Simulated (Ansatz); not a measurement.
Pulling on the Sb1–H2 bond in ClH2Sb (SMILES [Cl][SbH2]) (multiplicity 1 held, fragments rigid). Energies count from the point at 1.719 Å.
Geometry at that point (charge 0, multiplicity 1):
```xyz
4

Sb    -0.336    -0.343     0.319
H      0.000    -1.701    -0.679
H     -1.719     0.025    -0.632
Cl     1.108     1.128    -0.879
```

R- and RO- levels are restricted; in cc, def2 and unpolarised 6-31G sets they are followed outwards from rest. U- levels take the lowest unrestricted solution at each point, which mixes spins at long bonds. Active spaces are followed from a long bond inwards. Curves can end on different states.

Correlated levels freeze the cores. Filled d and f shells under p-block atoms count as core.

The values were computed with Ansatz (Gaussian basis) for Hartree–Fock, density functionals and correlated methods.  In def2 rows elements past Kr take small-core potentials, without spin–orbit coupling.

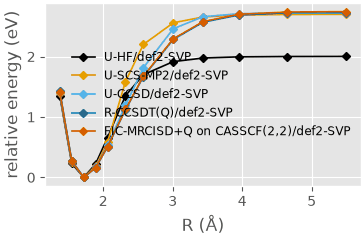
Relative energy along the coordinate

Q: Read off the U-SCS-MP2/def2-SVP curve at R = 2.320.

A: about 1.6 eV

Doubts at one or more of the structures used: a spin-contaminated determinant (U-HF/def2-SVP, U-SCS-MP2/def2-SVP, U-CCSD/def2-SVP); T1 above 0.05 (U-CCSD/def2-SVP, R-CCSDT(Q)/def2-SVP); a restricted determinant that unrestricted orbitals would lower (R-CCSDT(Q)/def2-SVP); other coupled-cluster roots lie near (R-CCSDT(Q)/def2-SVP).

Ansatz is an electronic-structure program.
